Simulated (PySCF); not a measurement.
Consider C₄H₂F₂O₂ (SMILES OC1=C(F)[CH][C-](F)O1) (charge −1, doublet).

```csv
atom,x (Å),y (Å),z (Å)
O,2.2761,0.2238,-0.3074
C,0.9033,0.1115,-0.1602
C,-0.0600,0.9850,0.2573
F,0.1811,2.2676,0.6819
C,-1.3056,0.3635,0.1900
C,-1.0844,-0.9296,-0.4136
F,-1.5365,-2.0787,0.4141
O,0.3310,-1.0720,-0.5522
H,2.5626,-0.6631,-0.5482
H,-2.2587,0.7967,0.4158
```

Geometry: GFN2-xTB.

Level of theory: UKS B3LYP, pcH-1 on C F H O, non-relativistic, mean-field spin-orbit, GIAO (PySCF).

> What can the converged electron density, electron localisation function and spin density tell about the bonding?

C–C (1.37 Å): ρ is about 2.2 e/Å³ halfway; the ELF peaks at about 0.90 between the atoms: localised, covalent bonding.
C–O (1.37 Å): ρ is about 2.3 e/Å³ halfway, with its minimum of 2 e/Å³ about 0.5 Å from C; the ELF peaks at about 0.90 between the atoms (a polar covalent bond).
C–F (1.37 Å): the density is about 2.1 e/Å³ at the midpoint, with its minimum of 1.6 e/Å³ about 0.5 Å from C; the ELF peaks at about 0.85 between the atoms; a polar covalent bond.
O–H (0.96 Å): ρ is about 3.7 e/Å³ halfway; the ELF climbs to about 1 towards the hydrogen, as it does in any bond to H (a covalent bond by its length).
The unpaired spin (1 electron) lies mostly on C6 (about 0.4), C5 (about 0.2), C2 (about 0.1), F7 (about 0.1) and O8 (about 0.1), in electrons by Hirshfeld's partition.

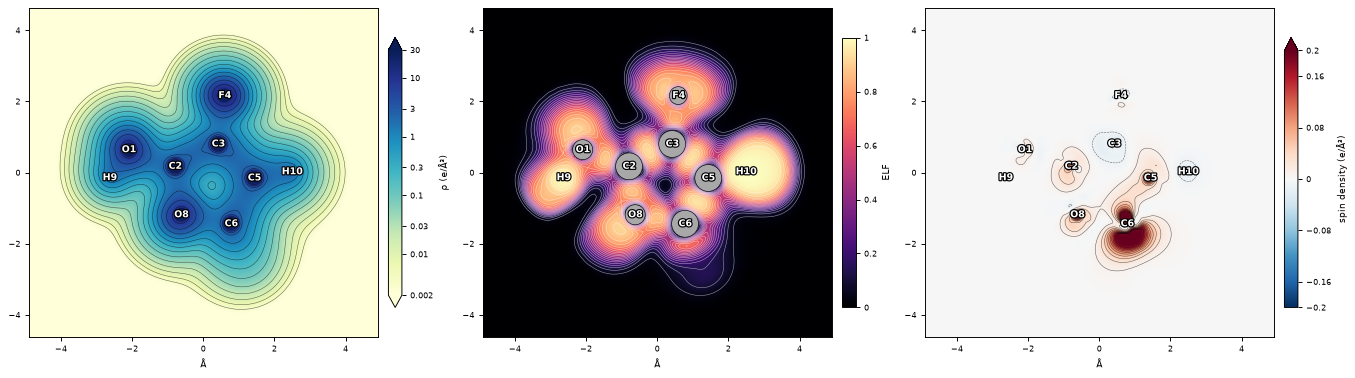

Computed electron density, electron localisation function and spin density on the plane of atoms O1, C2 and O8, in this order. Grey discs cover the atomic cores in the ELF map. 
